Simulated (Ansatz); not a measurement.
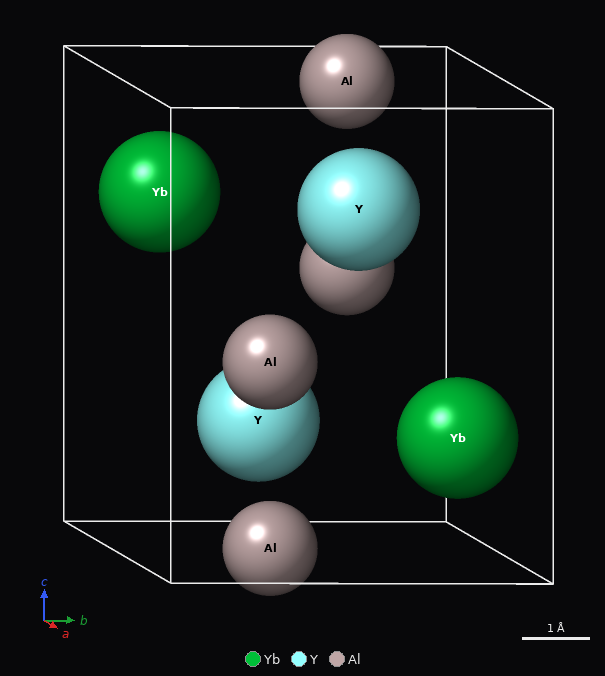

Shown here is a spheres-only view of the crystal, taken slightly off an axis. Atoms at the boundary of the simulation cell (the box) are drawn once for each face, edge or corner they touch.

```
CELL_PARAMETERS angstrom
4.33199 0.00000 0.00000
2.16599 -5.30160 0.00000
0.00000 0.00000 -7.31684
ATOMIC_POSITIONS crystal
Yb 0.43590 0.12820 0.75000
Yb 0.56410 0.87180 0.25000
Y 0.71440 0.57120 0.75000
Y 0.28560 0.42880 0.25000
Al 0.15100 0.69800 0.94600
Al 0.84900 0.30200 0.44600
Al 0.84900 0.30200 0.05400
Al 0.15100 0.69800 0.55400
```

Run with DFT, PAW plane waves, r2SCAN (Ansatz 0.2.0) and these settings: cutoff 500 eV, Brillouin-zone sampling on a 5×4×3 mesh, Fermi-Dirac smearing of 0.1 eV, no spin polarisation (a spin-restricted run, not always the ground state). The pressure of the cell is 14 GPa.

How are the electrons shared out in a Bader analysis?

Answer. Yb +1.15 e; Y +0.55 e; Al -0.85 e.

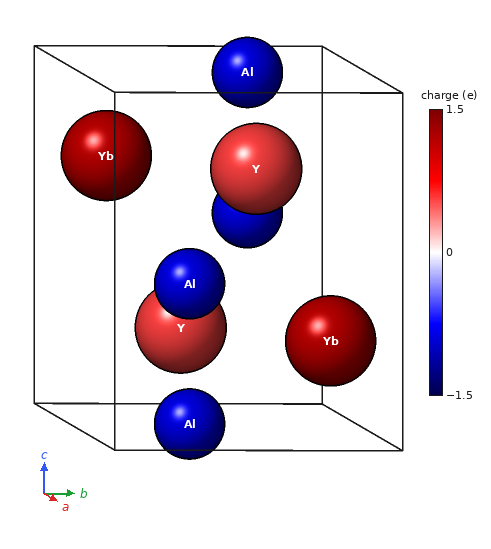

The atoms coloured by those charges.

The picture shows a generated cell, made by putting these elements into a known structure type (the compound may or may not exist in this form); the geometry isn't optimised. Ansatz was used for an electronic-structure calculation on it.

At this level of theory the cell isn't at rest (compressed, at 14 GPa and forces up to 1.9 eV/Å), so its distances can differ from those at equilibrium, the more so the softer the solid.
